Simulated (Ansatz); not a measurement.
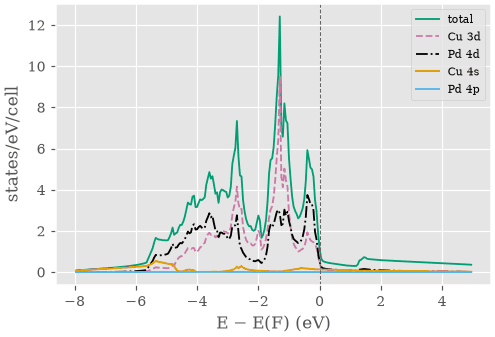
Fig. 1. Total and projected density of states of CuPd (CsCl type, space group No. 221), plane-wave PAW LDA (Ansatz code)

**Question.** Which orbitals carry the states next to the Fermi level?

**Answer.** Within 0.5 eV of the Fermi level: Pd 4d 58 %, Cu 3d 33 %, Cu 4s 6 %. Projections are on Löwdin-orthogonalised atomic valence shells; empty p or d shells of many metals are not among them.

**Question.** Where is the tallest occupied peak in this window, and what makes it?

**Answer.** Near -1.3 eV, about 12 states/eV per cell; the largest projected share is Cu 3d.

Space group Pm-3m (CsCl type). The first step of the workflow began from a Materials Project structure, measured or hypothetical; the Crystallography Open Database files this formula in space group No. 221, but the cells were not matched. Whether it is the stable phase at ambient conditions was not checked. The LDA relaxation kept the symmetry of its start; of distortions, only those at the zone centre were tested. The run is not spin-polarised. Spin–orbit coupling is left out wherever it is not named.

Potentials: the later of the program's two PAW sets.
